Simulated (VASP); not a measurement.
Band structure of MgSb (space group Fm-3m). These are PBEsol GGA, VASP's PBE PAW potentials (set 64) (plane waves; VASP) values and carry that method's errors.

Unless said otherwise, spin-orbit coupling is left out, though it shifts the bands of the heavy elements here.

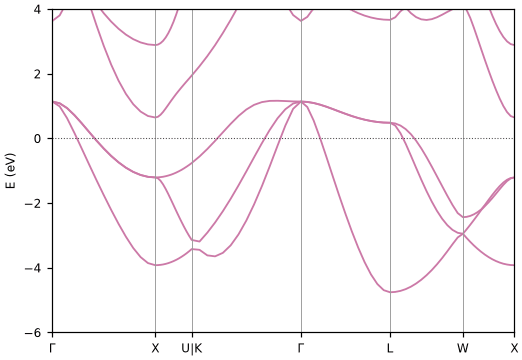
Figure. Bands along high-symmetry lines, zero at the valence-band maximum or, without a gap, the Fermi level

**Question.** Read the plot: is there a gap, and where are the band edges?

**Answer.** It has no gap at this level: it comes out as a metal or semimetal. (Edges off the drawn lines would not show.)

The structure comes from a computed database's MgSb entry (Fm-3m); how it stands against other phases isn't given here. It was relaxed first. The electron count is odd and the run is not spin-polarised, which forces a metal.
